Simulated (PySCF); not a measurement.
**Cl₄Si, SMILES `Cl[Si](Cl)(Cl)Cl`: what the electrons do**

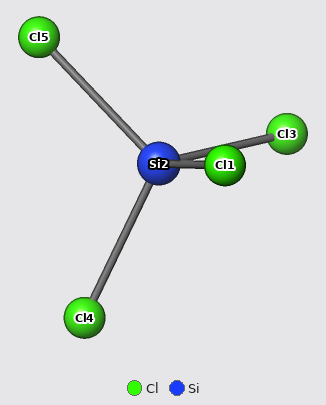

The molecule, with its atoms numbered as below. No frequency check shows the geometry to be a minimum.

Geometry (Å), atoms numbered from 1:

```
Cl1      1.1631   -0.8544    1.4052
Si2     -0.0001    0.0000    0.0000
Cl3      1.1631    0.8544   -1.4052
Cl4     -1.1630   -1.4054   -0.8543
Cl5     -1.1630    1.4054    0.8543
```

## 1. Bonding charge

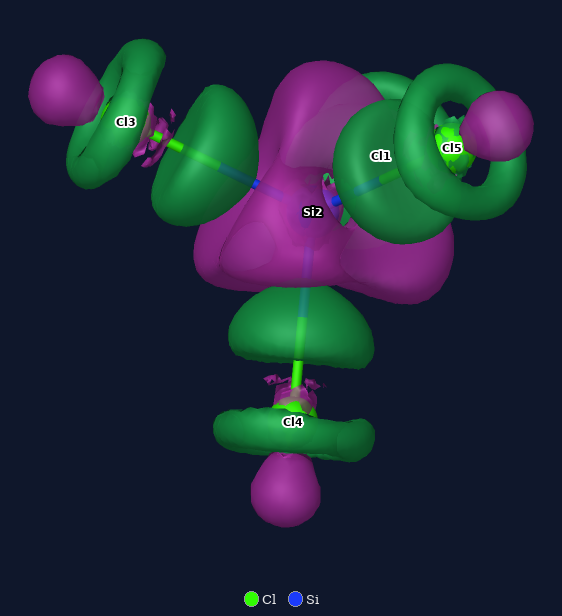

Deformation density (molecule less spherical, spin-averaged free atoms at the same positions), surfaces at ±0.05 e/Å³; green: gain, purple: loss.

Level of theory: r2SCAN/def2-TZVP (PySCF), at a geometry from GFN2-xTB.

**Describe the bonding that the map shows.**

Si2–Cl4, Si2–Cl5, Cl1–Si2 and Si2–Cl3: +0.10 e/Å³ at the bond critical point (bond length 2.01 Å, Mayer order 1.2). In all, 1.0 electrons gather in the regions of gain relative to the promolecule. A small or negative value marks a very polar bond, one between electron-rich atoms, whose free-atom densities already overlap strongly, a long bond to a heavier atom, or a closed-shell contact such as a hydrogen bond.

**Where do the Hirshfeld charges lie?**

The highest Hirshfeld charge is on Si2 (+0.33 e), the lowest on Cl1, Cl3, Cl4 and Cl5 (−0.08 e).

| atom | charge (e) |
| --- | --- |
| Cl1 | −0.08 |
| Si2 | +0.33 |
| Cl3 | −0.08 |
| Cl4 | −0.08 |
| Cl5 | −0.08 |

## 2. Bond critical points

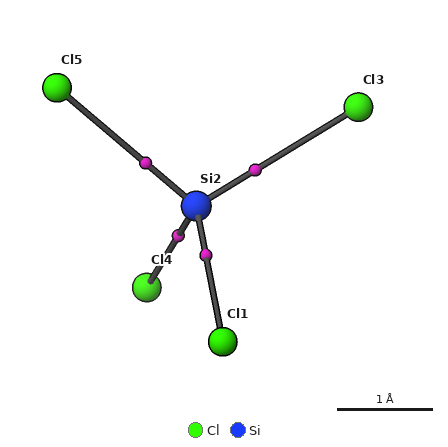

Molecular graph of the electron density (QTAIM): bond paths, bond critical points (magenta), ring points (cyan, if any); weak paths are dashed.

**How many critical points of each kind are there, and does the count close?**

5 nuclei, 4 bond, 0 ring and 0 cage critical points: 5 − 4 + 0 − 0 = 1, as the Poincaré–Hopf relation requires.

**What does the calculation give at each kind of bond critical point?**

| bond | length (Å) | ρ (a.u.) | ∇²ρ (a.u.) | ε | H (a.u.) |
| --- | --- | --- | --- | --- | --- |
| Si2–Cl4 (4 alike) | 2.014 | 0.109 | +0.27 | 0.00 | −0.059 |

**What kind of interaction is Si2–Cl4?**

Polar or intermediate (positive Laplacian, negative energy density H): ρ = 0.109, ∇²ρ = +0.27, H = −0.059 a.u.

## 3. Electrostatic potential

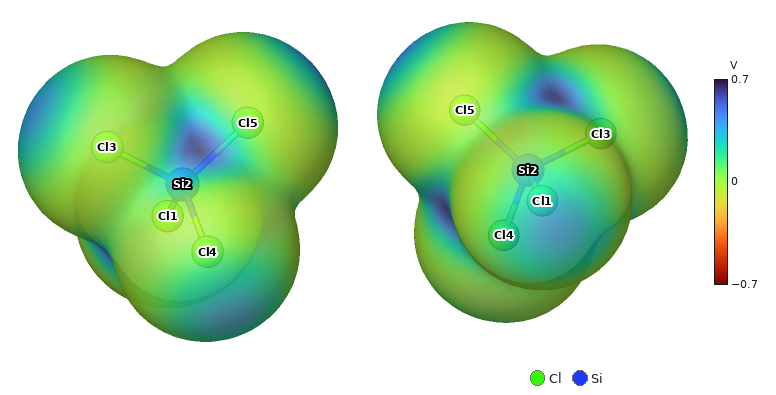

Electrostatic potential on the surface of electron density 0.001 a.u. (back view left, front view right).

**Where are the extremes of the potential on the surface?**

Highest: 0.64 V, off the Si2–Cl5 bond (2.3 to 2.4 Å from its atoms), and at like points elsewhere. Further maxima include 0.40 V, 2.0 Å from Cl5. Lowest: −0.06 V, 2.1 Å from Cl1, and at like points elsewhere. The surface is sampled at points, so like sites can differ by a few per cent and only the strongest of them is named.

**Does Cl5 carry a σ-hole?**

Yes: a local maximum of +0.40 V lies on the extension of the Si2–Cl5 bond.

**What volume does the surface enclose, and what is the dipole moment?**

About 138 Å³; the dipole moment is 0.0 D.

## 4. Removing or adding an electron

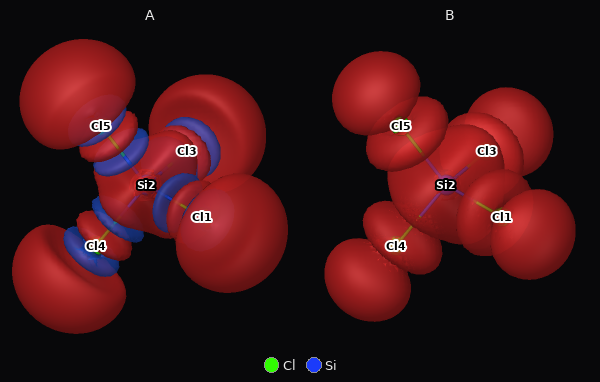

The Fukui function f⁺ from two separate SCF calculations and the density of the LUMO, at ±0.004 e/Å³ (red positive, blue negative).

Level of theory: PBE/6-311+G** (PySCF), at a geometry from GFN2-xTB.

**Which panel is which, and how good is the frozen-orbital picture?**

A is f⁺ (it has negative regions), B the LUMO density. The LUMO lies on Si2 (28 %) and Cl1, Cl3, Cl4 and Cl5 (18 % each); f⁺ (Hirshfeld-condensed) is largest on Si2 (0.23) and Cl1, Cl3, Cl4 and Cl5 (0.19 each); the vertical electron affinity is −0.24 eV (the stability of the anion's solution wasn't checked; negative: at this level and geometry the extra electron isn't bound, and the finite basis holds it). Relaxation shifts 5 % of the electron between atoms. The orbital energy is −1.88 eV.

## 5. Localised orbitals

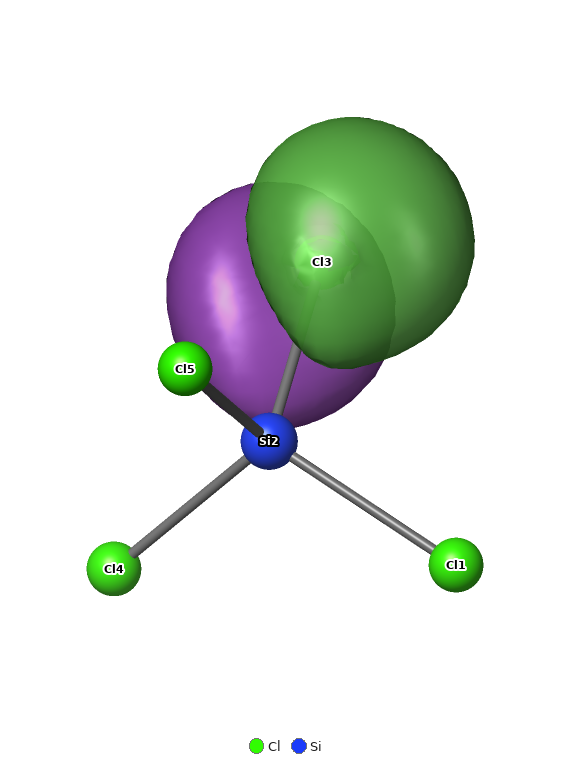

Intrinsic bond orbitals (IBO), occupied; each surface holds about 80 % of the orbital's density. Energies are diagonal elements of the Fock matrix.

Method: TPSS/cc-pVTZ; geometry: GFN2-xTB; program: PySCF.

**What does this orbital represent?**

Lone pair on Cl3 (p-type) (Cl3 96 %, Si2 4 %; −9.0 eV).

The PySCF runs shown took 23 s, 5.4 min and 23 s on 1 thread of Intel(R) Xeon(R) Platinum 8488C (Sapphire Rapids) (shared host).
